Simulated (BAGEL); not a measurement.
**C2H7BO (SMILES CCBO), step by step**

Aim: the energy (HF/6-31G*), then the energy (NEVPT2(2,2)/6-31G*), then a single-point energy (CASPT2(2,2)/6-31G*) of C2H7BO. 

Program for the calculation: BAGEL 1.2.2.

1 further run of the same task is left out (set aside as unsound or not needed).

## Step 1: The system as given

C2H7BO: 11 atoms, total charge 0, spin state singlet. SMILES: `CCBO`. The C1–C2 distance was set to 2.903 Å, away from the relaxed value. At this shape a bond of the SMILES string is far longer than usual.

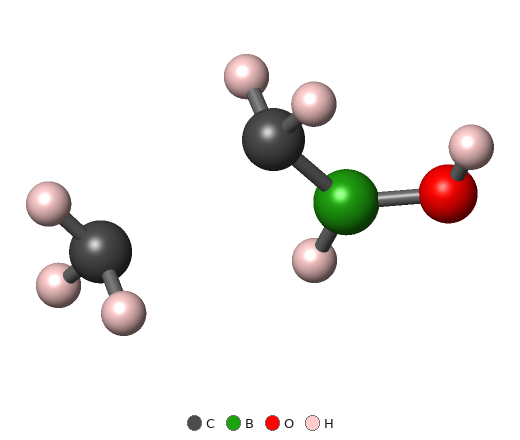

The structure, seen from a chosen angle (carbon dark grey, boron green, oxygen red, hydrogen pink).

## Step 2: The energy at HF/6-31G(d) (density fitting with svp-jkfit, spherical functions) (run 1)

Input file job.json:

```json
{ "bagel": [

{
  "title": "molecule",
  "basis": "6-31gs.json",
  "df_basis": "svp-jkfit",
  "angstrom": true,
  "geometry": [
    { "atom": "C", "xyz": [      -0.923500,       2.610396,      -0.080048 ] },
    { "atom": "C", "xyz": [      -0.148100,      -0.126400,       0.498700 ] },
    { "atom": "B", "xyz": [       0.844200,      -0.749700,      -0.545000 ] },
    { "atom": "O", "xyz": [       0.775200,      -2.034600,      -0.968200 ] },
    { "atom": "H", "xyz": [      -1.490900,       2.674996,      -1.012048 ] },
    { "atom": "H", "xyz": [      -1.545400,       3.033596,       0.712152 ] },
    { "atom": "H", "xyz": [      -0.045000,       3.250396,      -0.191748 ] },
    { "atom": "H", "xyz": [      -1.037300,      -0.754700,       0.640300 ] },
    { "atom": "H", "xyz": [       0.380300,      -0.147700,       1.464300 ] },
    { "atom": "H", "xyz": [       1.748300,      -0.108300,      -1.010000 ] },
    { "atom": "H", "xyz": [       0.038500,      -2.519500,      -0.584400 ] }
  ]
},

{ "title": "hf" },

{ "title": "print", "file": "orbitals.molden", "orbitals": true }

]}
```

The basis set 6-31G* is read from a file made from the Basis Set Exchange's data (not shown).

Launch:

```bash
$ BAGEL_NUM_THREADS=1 BAGEL job.json > job.out
```

Log:

```text
* using 1 threads per process

  ===============================================================
  ===============================================================

  *** Geometry ***

  { "atom" : "C", "xyz" : [     -1.745162,      4.932934,     -0.151269 ] },
  { "atom" : "C", "xyz" : [     -0.279868,     -0.238861,      0.942406 ] },
  { "atom" : "B", "xyz" : [      1.595307,     -1.416728,     -1.029901 ] },
  { "atom" : "O", "xyz" : [      1.464916,     -3.844837,     -1.829633 ] },
  { "atom" : "H", "xyz" : [     -2.817393,      5.055010,     -1.912494 ] },
  { "atom" : "H", "xyz" : [     -2.920383,      5.732666,      1.345772 ] },
  { "atom" : "H", "xyz" : [     -0.085038,      6.142358,     -0.362351 ] },
  { "atom" : "H", "xyz" : [     -1.960213,     -1.426176,      1.209992 ] },
  { "atom" : "H", "xyz" : [      0.718663,     -0.279113,      2.767126 ] },
  { "atom" : "H", "xyz" : [      3.303808,     -0.204657,     -1.908623 ] },
  { "atom" : "H", "xyz" : [      0.072754,     -4.761165,     -1.104356 ] },

  Number of auxiliary basis functions:      428

  Since a DF basis is specified, we compute 2- and 3-index integrals:
    o Being stored without compression. Storage requirement is 0.017 GB

  Number of basis functions:       70
  Number of electrons      :       32

    * METHOD: MOLECULE                             0.12

  *** RHF ***

  === Nuclear Repulsion ===
    97.3872564138

      * DIIS with orbital gradients will be used.

  === RHF iteration (6-31gs.json) ===
      0       -179.00371683          0.02192848           0.03
      1       -179.13936362          0.01280110           0.03
      2       -179.19231394          0.00233141           0.03
      3       -179.19484624          0.00083051           0.03
      4       -179.19513931          0.00026460           0.03
      5       -179.19517820          0.00009365           0.03
      6       -179.19518391          0.00003094           0.03
      7       -179.19518515          0.00000995           0.03
      8       -179.19518524          0.00000440           0.03
      9       -179.19518525          0.00000195           0.03
     10       -179.19518526          0.00000080           0.03
     11       -179.19518526          0.00000037           0.03
     12       -179.19518526          0.00000012           0.03
     13       -179.19518526          0.00000005           0.03
     14       -179.19518526          0.00000002           0.03
     15       -179.19518526          0.00000001           0.03
    * SCF iteration converged.

    * Permanent dipole moment:
           (    0.674181,    -0.084653,    -0.463307) a.u.

    * METHOD: HF                                   0.52

    * METHOD: PRINT                                0.01

  ===============================================================
```

It took 1 s on 1 thread of Intel Xeon 6975P-C (Granite Rapids), shared host; peak memory 0.15 GiB.

## Step 3: A single-point energy at NEVPT2(2,2)/6-31G(d) (density fitting with svp-jkfit, spherical functions) (run 2)

Input file nevpt2.json:

```json
{ "bagel" : [

{
  "title" : "molecule",
  "basis" : "6-31gs.json",
  "df_basis" : "svp-jkfit",
  "angstrom" : true,
  "geometry" : [
    { "atom" : "C", "xyz" : [      -0.923500,       2.610396,      -0.080048 ] },
    { "atom" : "C", "xyz" : [      -0.148100,      -0.126400,       0.498700 ] },
    { "atom" : "B", "xyz" : [       0.844200,      -0.749700,      -0.545000 ] },
    { "atom" : "O", "xyz" : [       0.775200,      -2.034600,      -0.968200 ] },
    { "atom" : "H", "xyz" : [      -1.490900,       2.674996,      -1.012048 ] },
    { "atom" : "H", "xyz" : [      -1.545400,       3.033596,       0.712152 ] },
    { "atom" : "H", "xyz" : [      -0.045000,       3.250396,      -0.191748 ] },
    { "atom" : "H", "xyz" : [      -1.037300,      -0.754700,       0.640300 ] },
    { "atom" : "H", "xyz" : [       0.380300,      -0.147700,       1.464300 ] },
    { "atom" : "H", "xyz" : [       1.748300,      -0.108300,      -1.010000 ] },
    { "atom" : "H", "xyz" : [       0.038500,      -2.519500,      -0.584400 ] }
  ]
},

{ "title" : "hf" },

{ "title" : "casscf", "nstate" : 1, "nact" : 2, "nclosed" : 15, "active" : [16, 17], "maxiter" : 200, "natocc" : true },

{ "title" : "nevpt2", "nstate" : 1, "nact" : 2, "nclosed" : 15, "active" : [16, 17], "maxiter" : 200, "natocc" : true, "ncore" : 4 },

{ "title" : "print", "file" : "orbitals.molden", "orbitals" : true }

]}
```

The basis set 6-31G* is read from a file made from the Basis Set Exchange's data (not shown).

Launch:

```bash
$ BAGEL_NUM_THREADS=1 BAGEL nevpt2.json > nevpt2.out
```

Log:

```text
* using 1 threads per process

  ===============================================================
  ===============================================================

  *** Geometry ***

  { "atom" : "C", "xyz" : [     -1.745162,      4.932934,     -0.151269 ] },
  { "atom" : "C", "xyz" : [     -0.279868,     -0.238861,      0.942406 ] },
  { "atom" : "B", "xyz" : [      1.595307,     -1.416728,     -1.029901 ] },
[... 7 lines of this table left out ...]
  { "atom" : "H", "xyz" : [      0.072754,     -4.761165,     -1.104356 ] },

  Number of auxiliary basis functions:      428

  Since a DF basis is specified, we compute 2- and 3-index integrals:
    o Being stored without compression. Storage requirement is 0.017 GB

  Number of basis functions:       70
  Number of electrons      :       32

    * METHOD: MOLECULE                             0.17

  *** RHF ***

  === Nuclear Repulsion ===
    97.3872564138

      * DIIS with orbital gradients will be used.

  === RHF iteration (6-31gs.json) ===
      0       -179.00371683          0.02192848           0.03
      1       -179.13936362          0.01280110           0.03
      2       -179.19231394          0.00233141           0.03
[... 12 lines of this table left out ...]
     15       -179.19518526          0.00000001           0.03
    * SCF iteration converged.

    * Permanent dipole moment:
           (    0.674181,    -0.084653,    -0.463307) a.u.

    * METHOD: HF                                   0.55

  ---------------------------
      CASSCF calculation
  ---------------------------

    ==== Active orbitals : =====
         Orbital 16
         Orbital 17
    ============================

    * nstate   :      1
    * nclosed  :     15
    * nact     :      2
    * nvirt    :     53
  === CASSCF iteration (6-31gs.json) ===

    * Using the second-order algorithm

      0  0      -179.25974003     5.98e-03      0.01

      1  0      -179.28101577     8.28e-04      0.14
[... 13 lines of this table left out ...]
      8  0      -179.28125352     7.92e-09      0.16

    * Second-order optimization converged. *

     guess   0:   closed 1.                   open ..

  === FCI iteration ===

      0  0      -179.18579790     8.92e-02      0.00
      1  0      -179.28111889     3.60e-03      0.00
      2  0 *    -179.28125352     8.26e-16      0.00

     * ci vector, state   0, <S^2> = 0.0000
       2.     0.8815879925
       .2    -0.4720197152

    * METHOD: CASSCF                               1.29

    * freezing 4 orbitals

  === DF-NEVPT2 calculation ===

    * 3-index integral transformation done
    * assembly done

      NEVPT2 correlation energy:   -0.4731938902      0.13

          (+0)     -0.3970399043
          (+0)'    -0.0158667847
          (+1)     -0.0118077016
          (+1)'    -0.0000000000
          (+2)     -0.0003144859
          (-1)     -0.0474433801
          (-1)'     0.0000000000
          (-2)     -0.0007216335

      NEVPT2 total energy:       -179.7544474103

    * METHOD: NEVPT2                               0.20

    * METHOD: PRINT                                0.01

  ===============================================================
```

Wall time 2.6 s (1 thread of Intel Xeon 6975P-C (Granite Rapids), shared host); peak memory 0.15 GiB.

## Step 4: The energy at CASPT2(2,2)/6-31G(d) (density fitting with svp-jkfit, spherical functions) (run 3)

Input file calc.json:

```json
{ "bagel": [

{
  "title": "molecule",
  "basis": "6-31gs.json",
  "df_basis": "svp-jkfit",
  "angstrom": true,
  "geometry": [
    { "atom": "C", "xyz": [      -0.923500,       2.610396,      -0.080048 ] },
    { "atom": "C", "xyz": [      -0.148100,      -0.126400,       0.498700 ] },
    { "atom": "B", "xyz": [       0.844200,      -0.749700,      -0.545000 ] },
    { "atom": "O", "xyz": [       0.775200,      -2.034600,      -0.968200 ] },
    { "atom": "H", "xyz": [      -1.490900,       2.674996,      -1.012048 ] },
    { "atom": "H", "xyz": [      -1.545400,       3.033596,       0.712152 ] },
    { "atom": "H", "xyz": [      -0.045000,       3.250396,      -0.191748 ] },
    { "atom": "H", "xyz": [      -1.037300,      -0.754700,       0.640300 ] },
    { "atom": "H", "xyz": [       0.380300,      -0.147700,       1.464300 ] },
    { "atom": "H", "xyz": [       1.748300,      -0.108300,      -1.010000 ] },
    { "atom": "H", "xyz": [       0.038500,      -2.519500,      -0.584400 ] }
  ]
},

{ "title": "hf" },

{ "title": "casscf", "nstate": 1, "nact": 2, "nclosed": 15, "active": [16, 17], "maxiter": 200, "natocc": true },

{ "title": "print", "file": "orbitals.molden", "orbitals": true },

{ "title": "smith", "method": "caspt2", "ms": true, "xms": true, "sssr": true, "shift": 0.2, "shift_imag": true, "ncore": 4 }

]}
```

The basis set 6-31G* is read from a file made from the Basis Set Exchange's data (not shown).

Launch:

```bash
$ BAGEL_NUM_THREADS=1 BAGEL calc.json > calc.out
```

Log:

```text
* using 1 threads per process

  ===============================================================
  ===============================================================

  *** Geometry ***

  { "atom" : "C", "xyz" : [     -1.745162,      4.932934,     -0.151269 ] },
  { "atom" : "C", "xyz" : [     -0.279868,     -0.238861,      0.942406 ] },
  { "atom" : "B", "xyz" : [      1.595307,     -1.416728,     -1.029901 ] },
[... 7 lines of this table left out ...]
  { "atom" : "H", "xyz" : [      0.072754,     -4.761165,     -1.104356 ] },

  Number of auxiliary basis functions:      428

  Since a DF basis is specified, we compute 2- and 3-index integrals:
    o Being stored without compression. Storage requirement is 0.017 GB

  Number of basis functions:       70
  Number of electrons      :       32

    * METHOD: MOLECULE                             0.12

  *** RHF ***

  === Nuclear Repulsion ===
    97.3872564138

      * DIIS with orbital gradients will be used.

[... 6 lines left out ...]
    * SCF iteration converged.
[... 1 line left out ...]
    * Permanent dipole moment:
[... 27 lines left out ...]
    * Second-order optimization converged. *
[... 9 lines left out ...]
     * ci vector, state   0, <S^2> = 0.0000
[... 16 lines left out ...]
    * Zeroth order energy : state  0       -0.3942499327

    * CASPT2 iteration is performed using orthogonal basis

      -------------------------------------------  CASPT2 iteration  ---------------------------------------------------
       #      aibj      arbs      arbi      airj      risj      airs      arst      rist         Etot      error   time
      ------------------------------------------------------------------------------------------------------------------

       0  -0.39569  -0.00096  -0.05101  -0.01299  -0.00048  -0.01626  -0.00000  -0.00000   -0.4773931  0.0007200   0.06
       1  -0.39571  -0.00096  -0.05107  -0.01301  -0.00049  -0.01637  -0.00000  -0.00000   -0.4776145  0.0000704   0.05
       2  -0.39571  -0.00096  -0.05107  -0.01301  -0.00049  -0.01637  -0.00000  -0.00000   -0.4776168  0.0000077   0.07
       3  -0.39571  -0.00096  -0.05107  -0.01301  -0.00049  -0.01637  -0.00000  -0.00000   -0.4776168  0.0000009   0.06

      ------------------------------------------------------------------------------------------------------------------

    * CASPT2 energy : state  0     -179.7613032843
        w/o shift correction       -179.7588703144
        reference weight              0.8645492774

    * METHOD: SMITH                                0.36

  ===============================================================
```

Run time: 2.6 s. Hardware: 1 thread of Intel Xeon 6975P-C (Granite Rapids), shared host; peak memory 0.15 GiB.

## Step 5: What came out

| quantity | value |
| --- | --- |
| run 1, HF/6-31G*: total energy | -179.19519 Eh |
| run 1, HF/6-31G*: dipole moment | 2.09 D |
| run 1, HF/6-31G*: HOMO energy | -8.12 eV |
| run 1, HF/6-31G*: LUMO energy | 0.78 eV |
| run 1, HF/6-31G*: HOMO–LUMO gap | 8.90 eV |
| run 2, NEVPT2(2,2)/6-31G*: total energy | -179.75445 Eh |
| run 3, CASPT2(2,2)/6-31G*: total energy | -179.76130 Eh |
